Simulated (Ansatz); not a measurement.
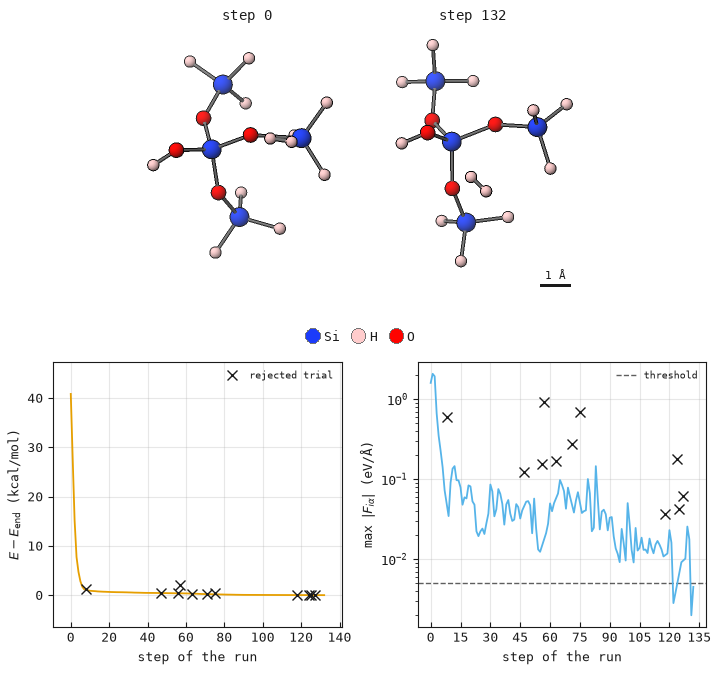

First and last geometry of a relaxation of Si$_{4}$H$_{12}$O$_{4}$ (started from a transition state, displaced along its imaginary mode), with the history of the run. A ball-and-stick model, seen from a free direction.

All numbers below come from RKS PBE0-D4/def2-TZVP in Ansatz.

Input file:
```yaml
crystal:
  periodic: [false, false, false]
  atoms:
    - {symbol: Si, position_ang: [0.022342, -1.319497, 1.763123]}
    - {symbol: H, position_ang: [1.778408, -1.339469, 2.423613]}
    - {symbol: H, position_ang: [1.891928, -1.056285, 1.698377]}
    - {symbol: O, position_ang: [1.168853, -0.657992, 0.578561]}
    - {symbol: Si, position_ang: [1.056281, 0.508990, -0.541940]}
    - {symbol: O, position_ang: [2.577129, 0.921682, -0.919643]}
    - {symbol: O, position_ang: [0.258522, 1.782554, 0.052834]}
    - {symbol: Si, position_ang: [-1.225727, 2.367600, 0.422225]}
    - {symbol: O, position_ang: [0.258782, -0.098604, -1.808595]}
    - {symbol: Si, position_ang: [-0.786737, -1.252154, -2.317751]}
    - {symbol: H, position_ang: [-0.342130, -0.618577, 3.018797]}
    - {symbol: H, position_ang: [-1.113898, -1.059882, 0.870652]}
    - {symbol: H, position_ang: [-0.000914, -2.822056, 1.964979]}
    - {symbol: H, position_ang: [2.737813, 1.763317, -1.348718]}
    - {symbol: H, position_ang: [-1.575111, 2.008527, 1.821024]}
    - {symbol: H, position_ang: [-1.172270, 3.841676, 0.280264]}
    - {symbol: H, position_ang: [-2.241198, 1.808510, -0.504553]}
    - {symbol: H, position_ang: [-0.677748, -1.323492, -3.794320]}
    - {symbol: H, position_ang: [-2.176193, -0.885544, -1.935886]}
    - {symbol: H, position_ang: [-0.438132, -2.569201, -1.722840]}
basis:
  gaussian: {orbitals: def2-TZVP}
hamiltonian: {xc: pbe0, dispersion: d4}
relax: {f_tol: 0.005, max_steps: 200}
```

Command:
```bash
ansatz run in.yaml --threads 4 --pin off --events-out ev --progress --plain --max-ram 46080MiB --backend cuda --devices 0, --max-vram 37GiB
```

> Did the run converge, and what did it change?

It converged. The energy falls by 40.8 kcal/mol in 121 accepted moves (132 points after the start). The largest force component goes from 1.6 to 0.0045 eV/Å. The line search rejected the trial steps at points 8, 47, 56, 57, 63, 71, 75, 118 and more of the run. The forces were under the threshold at step 122, but the run went on from there. The atom that moves furthest after the best rigid fit is H19 (2.50 Å). By element the largest moves are H 2.50 Å, O 1.26 Å, Si 0.69 Å. Some distances before and after: H3–O4 1.391 → 3.481 Å, Si1–H2 1.876 → 3.625 Å, Si1–H3 1.889 → 3.504 Å, Si1–O4 1.776 → 1.638 Å. Among the angles between lasting bonds that change: O4–Si1–H12 91.6° → 107.7°, Si1–O4–Si5 133.2° → 147.8°, O4–Si1–H11 123.2° → 110.1°. Groups turn about Si1–O4 by about 135°, O9–Si10 by about 110°, O4–Si5 by about 95°.
